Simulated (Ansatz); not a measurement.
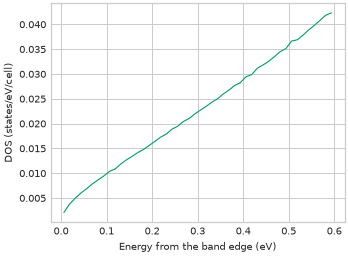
Fig. 1. Density of states of ZnO (P6_3mc) above the conduction band minimum, r2SCAN with spin-orbit coupling, rigid bands run with Ansatz (a program for electronic structure); cell volume 47.1 Å³.

What effective density of states at 300 K does this give (∫ g(E) exp(−E/k_BT) dE, both spins, divided by the cell's size)?

2.2e18 cm⁻³, a density-of-states mass of 0.200 mₑ, valleys and band degeneracy included.

Geometry: cell and atoms relaxed with PBEsol.
